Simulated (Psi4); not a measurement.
# SnHOF (SMILES [OH][Sn][F]), step by step

We compute a series of 9 runs (PBE0-D4/def2-TZVP, PBE-D4/def2-TZVPP, r2SCAN-D4/def2-TZVPP, B3LYP-D4/def2-TZVPP, PBE0-D4/def2-TZVPP, wB97M-V/def2-TZVPP, CCSD(T)/def2-TZVPP, MP2/def2-QZVPP) of SnHOF. 

The calculation is run with Psi4 1.11.

## Step 1: The molecule

SnHOF has 4 atoms, charge 0, and is taken as a singlet. As SMILES, `[OH][Sn][F]`. The run starts from this shape.

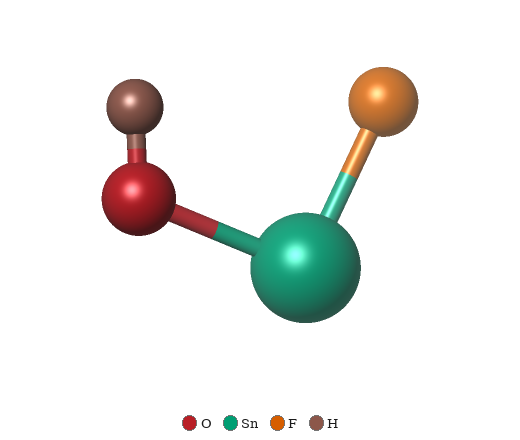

The structure, seen from a chosen angle (oxygen red, tin teal, fluorine orange, hydrogen brown).

## Step 2: A geometry optimisation at PBE0-D4/def2-TZVP (density fitting, core potential) (run 2)

File fhosn.in:

```
memory 3300 mb

molecule system {
  O     -0.979330     0.255080    -0.523480
  Sn    -0.084320    -1.264540     0.339470
  F      1.535170    -0.266390     0.769860
  H     -0.456190     1.063500    -0.530900
  symmetry c1
}

set globals {
  basis def2-TZVP
  scf_type df
  geom_maxiter 50
  max_force_g_convergence 0.0002
}

energy_value = optimize("pbe0-d4")
```

On the command line:

```bash
$ psi4 -i fhosn.in -o fhosn.out -n 2
```

fhosn.out, cut to the lines that bear on the results:

```text
[...]
    !!!  WARNING: ECP capability is in beta. Please check occupations closely.  !!!
[...]
  Running in c1 symmetry.
[...]
  Nuclear repulsion =  125.182231370237531
[...]
  Multiplicity = 1
[...]
  Nalpha       = 20
  Nbeta        = 20
[...]
    Number of basis functions: 118
[...]
 WARNING: Atomic UHF is not converging! Try casting from a smaller basis or call Rob at CCMST.
   -------------------------
[...]
   @DF-RKS iter   1:  -389.57589978258397   -1.40353e+00   8.75692e-03 DIIS/ADIIS
[...]
   @DF-RKS iter  13:  -389.95808510434750   -2.61480e-12   3.87023e-09 DIIS
[...]
    Orbital Energies [Eh]
    ---------------------
    Doubly Occupied:
       1A    -24.706236     2A    -19.196412     3A     -5.163922
       4A     -3.502194     5A     -3.494858     6A     -3.490572
       7A     -1.155899     8A     -1.077767     9A     -1.063503
      10A     -1.059737    11A     -1.053926    12A     -1.047390
      13A     -0.974949    14A     -0.526637    15A     -0.457315
      16A     -0.395584    17A     -0.392775    18A     -0.356332
      19A     -0.331848    20A     -0.299379
[...]
  @DF-RKS Final Energy:  -389.95808510434750
   => Energetics <=
    Nuclear Repulsion Energy =            125.1822313702375311
    One-Electron Energy =                -870.7217244631494850
    Two-Electron Energy =                 384.0247326128755390
    DFT Exchange-Correlation Energy =     -28.4414283109853727
    Empirical Dispersion Energy =          -0.0018963133257213
    VV10 Nonlocal Energy =                  0.0000000000000000
    Total Energy =                       -389.9580851043475036
[...]
 Multipole Moments:
 ------------------------------------------------------------------------------------
     Multipole            Electronic (a.u.)      Nuclear  (a.u.)        Total (a.u.)
 ------------------------------------------------------------------------------------
 L = 1.  Multiply by 2.5417464519 to convert [e a0] to [Debye]
 Dipole X            :         -5.8210860            5.5151856           -0.3059004
 Dipole Y            :        -22.8725554           22.2321818           -0.6403737
 Dipole Z            :          4.2729321           -4.2177198            0.0552123
 Magnitude           :                                                    0.7118300
[...]
  -Total Gradient:
     Atom            X                  Y                   Z
    ------   -----------------  -----------------  -----------------
       1        0.000029492695     0.000024045473     0.000002399563
       2       -0.000083342297    -0.000029443406    -0.000026742315
       3        0.000004933660    -0.000054997766     0.000017505688
       4        0.000032943514     0.000010729326     0.000014600743
[...]
    Final optimized geometry and variables:
    Molecular point group: c1
    Full point group: C1
    Geometry (in Angstrom), charge = 0, multiplicity = 1:
    O           -0.998133737126     1.227030348241    -0.821236529835
    SN          -0.103123737126    -0.292589651759     0.041713470165
    F            1.516366262874     0.705560348241     0.472103470165
    H           -0.474993737126     2.035450348241    -0.828656529835
    Psi4 run time: 0:00:10.82
```

The script printed:

```text
Optimizer: Optimization complete!
```

It took 13 s on 2 threads of AMD EPYC 7R43 (Zen 3), shared host; peak memory 0.52 GiB.

## Step 3: The harmonic vibrations at PBE0-D4/def2-TZVP (density fitting, core potential) (run 3)

File job.inp:

```
memory 3300 mb

molecule {
  O     -0.979330     0.255080    -0.523480
  Sn    -0.084320    -1.264540     0.339470
  F      1.535170    -0.266390     0.769860
  H     -0.456190     1.063500    -0.530900
  units angstrom
  symmetry c1
}

set globals {
  scf_type df
  rotational_symmetry_number 1
}

energy_value = frequency("pbe0-d4/def2-TZVP")
print_variables()
```

On the command line:

```bash
$ psi4 job.inp job.out -n 2
```

job.out, cut to the lines that bear on the results:

```text
[...]
    !!!  WARNING: ECP capability is in beta. Please check occupations closely.  !!!
[...]
  Running in c1 symmetry.
[...]
  Nuclear repulsion =  125.182231370237531
[...]
  Multiplicity = 1
[...]
  Nalpha       = 20
  Nbeta        = 20
[...]
    Number of basis functions: 118
[...]
 WARNING: Atomic UHF is not converging! Try casting from a smaller basis or call Rob at CCMST.
   -------------------------
[...]
   @DF-RKS iter   1:  -389.57463046180902   -1.40813e+00   8.78139e-03 ADIIS/DIIS
[...]
   @DF-RKS iter  13:  -389.95808511133401   -3.69482e-12   3.00012e-09 DIIS
[...]
  @DF-RKS Final Energy:  -389.95808511133401
   => Energetics <=
    Nuclear Repulsion Energy =            125.1785453629401985
    One-Electron Energy =                -870.7149731797835557
    Two-Electron Energy =                 384.0216430317781828
    DFT Exchange-Correlation Energy =     -28.4414040248072624
    Empirical Dispersion Energy =          -0.0018963014616251
    VV10 Nonlocal Energy =                  0.0000000000000000
    Total Energy =                       -389.9580851113340145
[...]
  -Total Gradient:
     Atom            X                  Y                   Z
    ------   -----------------  -----------------  -----------------
       1        0.000032671572     0.000017232746     0.000049352657
       2       -0.000093630084    -0.000093492950    -0.000036035537
       3        0.000006615919    -0.000035706433     0.000028108511
       4        0.000038232531     0.000062583788    -0.000033697674
[...]
  ==> Harmonic Vibrational Analysis <==
[...]
  Freq [cm^-1]                 184.7045            452.8775            571.6470
[...]
  IR activ [km/mol]            22.7625             138.0076            105.1961
[...]
  Freq [cm^-1]                 623.6901            739.8822           3857.3388
[...]
  IR activ [km/mol]            117.5349            49.1563             67.1313
[...]
  Total E_0, Enthalpy at 0 [K]                                                         -389.94343617 [Eh]
[...]
  Total H, Enthalpy at  298.15 [K]                                                     -389.93839170 [Eh]
[...]
  Total G, Gibbs energy at  298.15 [K]                                                 -389.97158605 [Eh]
[...]
```

Standard output:

```text
Warning: used thermodynamics relations inappropriate for low-frequency modes: ['184.7045' '452.8775' '571.6470' '623.6901']
```

Run time: 1.9 min. Hardware: 2 threads of AMD EPYC 7R43 (Zen 3), shared host; peak memory 0.57 GiB.

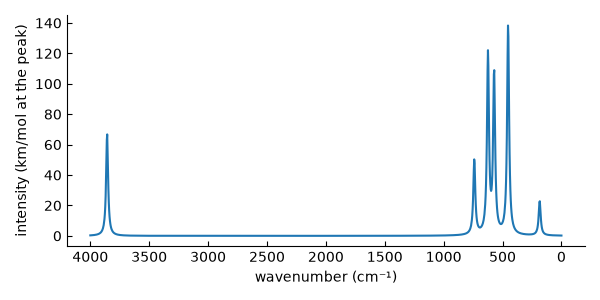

Harmonic infrared spectrum, unscaled, lines broadened by 10 cm⁻¹.

Run 4 isn't shown in full; the table further down has it.

## Step 4: A single-point energy at r2SCAN-D4/def2-TZVPP (density fitting, core potential) (run 5)

File fhosn.in:

```
memory 3300 mb

molecule {
  O
  Sn 1 r2
  F 2 r3 1 a3
  H 1 r4 2 a4 3 d4

  r2 = 1.963408
  r3 = 1.950458
  a3 = 94.55393
  r4 = 0.96295
  a4 = 113.92294
  d4 = -0.01271
  units angstrom
  symmetry c1
}

set {
  basis                def2-TZVPP
  scf_type             df
  dft_radial_points    99
  dft_spherical_points 590
}

energy("r2scan-d4")
print_variables()
```

On the command line:

```bash
$ psi4 fhosn.in fhosn.out -n 2
```

fhosn.out, cut to the lines that bear on the results:

```text
[...]
    !!!  WARNING: ECP capability is in beta. Please check occupations closely.  !!!
[...]
  Running in c1 symmetry.
[...]
  Nuclear repulsion =  125.182233916752182
[...]
  Multiplicity = 1
[...]
  Nalpha       = 20
  Nbeta        = 20
[...]
    Number of basis functions: 126
[...]
 WARNING: Atomic UHF is not converging! Try casting from a smaller basis or call Rob at CCMST.
   -------------------------
[...]
   @DF-RKS iter   1:  -389.68242812633656   -1.24724e+00   8.93581e-03 DIIS/ADIIS
[...]
   @DF-RKS iter  10:  -390.13456978034282   -4.78607e-08   7.33927e-07 DIIS
[...]
    Orbital Energies [Eh]
    ---------------------
    Doubly Occupied:
       1A    -24.426005     2A    -18.945725     3A     -5.055548
       4A     -3.401056     5A     -3.393721     6A     -3.389271
       7A     -1.083896     8A     -1.001893     9A     -0.985545
      10A     -0.981923    11A     -0.976241    12A     -0.971605
      13A     -0.910666    14A     -0.477896    15A     -0.406706
      16A     -0.339270    17A     -0.338152    18A     -0.310161
      19A     -0.286502    20A     -0.265707
[...]
  @DF-RKS Final Energy:  -390.13456978034282
   => Energetics <=
    Nuclear Repulsion Energy =            125.1822339167521818
    One-Electron Energy =                -870.8104895763910918
    Two-Electron Energy =                 393.0652988487969424
    DFT Exchange-Correlation Energy =     -37.5711388969693871
    Empirical Dispersion Energy =          -0.0004740725315026
    VV10 Nonlocal Energy =                  0.0000000000000000
    Total Energy =                       -390.1345697803428152
[...]
 Multipole Moments:
 ------------------------------------------------------------------------------------
     Multipole            Electronic (a.u.)      Nuclear  (a.u.)        Total (a.u.)
 ------------------------------------------------------------------------------------
 L = 1.  Multiply by 2.5417464519 to convert [e a0] to [Debye]
 Dipole X            :         -0.0001709            0.0002736            0.0001027
 Dipole Y            :         16.9676294          -16.3915111            0.5761182
 Dipole Z            :         16.8818368          -16.5467430            0.3350938
 Magnitude           :                                                    0.6664834
[...]
```

Wall time 22 s (2 threads of AMD EPYC 7R43 (Zen 3), shared host); peak memory 1.9 GiB.

Runs 6 to 9 aren't shown in full; the table further down has their settings and results.

## Step 5: A single-point energy at MP2/def2-QZVPP (density fitting, core potential, density fitting for correlation) (run 10)

File input.inp:

```
memory 3300 MB

molecule {
  0 1
  O
  Sn 1 R2
  F 2 R3 1 A3
  H 1 R4 2 A4 3 D4

  R2 = 1.963408
  R3 = 1.950458
  A3 = 94.55393
  R4 = 0.96295
  A4 = 113.92294
  D4 = -0.01271
  units angstrom
  symmetry c1
}

set globals {
  basis           def2-QZVPP
  scf_type        df
  num_frozen_docc 6
}

energy("mp2")
```

On the command line:

```bash
$ psi4 -n 2 input.inp input.out
```

input.out, cut to the lines that bear on the results:

```text
[...]
    !!!  WARNING: ECP capability is in beta. Please check occupations closely.  !!!
[...]
  Running in c1 symmetry.
[...]
  Nuclear repulsion =  125.182233916752182
[...]
  Multiplicity = 1
[...]
  Nalpha       = 20
  Nbeta        = 20
[...]
    Number of basis functions: 226
[...]
   @DF-RHF iter   1:  -388.16643175555123   -2.05309e+00   3.51982e-03 ADIIS/DIIS
[...]
   @DF-RHF iter  12:  -388.40016008395850   -5.09885e-11   6.60542e-09 DIIS
[...]
    Orbital Energies [Eh]
    ---------------------
    Doubly Occupied:
       1A    -26.223846     2A    -20.541385     3A     -5.888521
       4A     -4.081471     5A     -4.075255     6A     -4.071541
       7A     -1.512236     8A     -1.370897     9A     -1.346935
      10A     -1.342340    11A     -1.338134    12A     -1.335397
      13A     -1.266134    14A     -0.685719    15A     -0.632101
      16A     -0.594452    17A     -0.588107    18A     -0.516668
      19A     -0.489493    20A     -0.393412
[...]
  @DF-RHF Final Energy:  -388.40016008395850
   => Energetics <=
    Nuclear Repulsion Energy =            125.1822339167521818
    One-Electron Energy =                -870.5767081772750089
    Two-Electron Energy =                 356.9943141765643873
    Total Energy =                       -388.4001600839584967
[...]
 Multipole Moments:
 ------------------------------------------------------------------------------------
     Multipole            Electronic (a.u.)      Nuclear  (a.u.)        Total (a.u.)
 ------------------------------------------------------------------------------------
 L = 1.  Multiply by 2.5417464519 to convert [e a0] to [Debye]
 Dipole X            :         -0.0001462            0.0002736            0.0001274
 Dipole Y            :         17.0465896          -16.3915111            0.6550785
 Dipole Z            :         16.9918199          -16.5467430            0.4450769
 Magnitude           :                                                    0.7919730
[...]
```

Wall time 10 s (2 threads of AMD EPYC 7R43 (Zen 3), shared host); peak memory 0.53 GiB.

## Step 6: The series

| run | level | task | geom maxiter | energy (Eh) | dipole moment (D) | HOMO energy (eV) | LUMO energy (eV) | wall time |
| --- | --- | --- | --- | --- | --- | --- | --- | --- |
| 2 | PBE0-D4/def2-TZVP (density fitting, core potential) | optimise | 50 | -389.958085 | 1.81 | -8.15 | -2.33 | 13 s |
| 3 | PBE0-D4/def2-TZVP (density fitting, core potential) | frequencies | – | -389.958085 | 1.81 | – | – | 1.9 min |
| 4 | PBE-D4/def2-TZVPP (density fitting, core potential) | energy | – | -389.963071 | 1.66 | -6.90 | -3.00 | 11 s |
| 5 | r2SCAN-D4/def2-TZVPP (density fitting, core potential) | energy | – | -390.134570 | 1.69 | -7.23 | -2.93 | 22 s |
| 6 | B3LYP-D4/def2-TZVPP (density fitting, core potential) | energy | – | -390.211074 | 1.90 | -7.99 | -2.60 | 11 s |
| 7 | PBE0-D4/def2-TZVPP (density fitting, core potential) | properties | – | -389.959646 | 1.84 | -8.15 | -2.33 | 14 s |
| 8 | wB97M-V/def2-TZVPP (density fitting, core potential) | energy | – | -390.038234 | 1.88 | -10.41 | -0.62 | 22 s |
| 9 | CCSD(T)/def2-TZVPP (density fitting, core potential, density fitting for correlation) | energy | – | -389.208952 | – | -10.69 | 0.23 | 2.1 min |
| 10 | MP2/def2-QZVPP (density fitting, core potential, density fitting for correlation) | energy | – | -389.462897 | – | -10.71 | 0.15 | 10 s |

## Step 7: Outcome

```
                                                           quantity          value
                               run 10, MP2/def2-QZVPP: total energy  -389.46290 Eh
        run 10, MP2/def2-QZVPP: HOMO energy (Hartree–Fock orbitals)      -10.71 eV
        run 10, MP2/def2-QZVPP: LUMO energy (Hartree–Fock orbitals)        0.15 eV
      run 10, MP2/def2-QZVPP: HOMO–LUMO gap (Hartree–Fock orbitals)       10.86 eV
run 10, MP2/def2-QZVPP: correlation energy (6 core orbitals frozen)    -1062.7 mEh
```

Over runs 2, 3, 4, 5, 6, 7, 8 the dipole moment (its size) runs from 1.66 D (PBE-D4/def2-TZVPP) to 1.90 D (B3LYP-D4/def2-TZVPP). Over runs 2, 4, 5, 6, 7, 8 the HOMO–LUMO gap runs from 3.91 eV (PBE-D4/def2-TZVPP) to 9.79 eV (wB97M-V/def2-TZVPP). Totals of different functionals can't be ranked against each other. All runs together took 5.7 min, the longest 2.1 min.
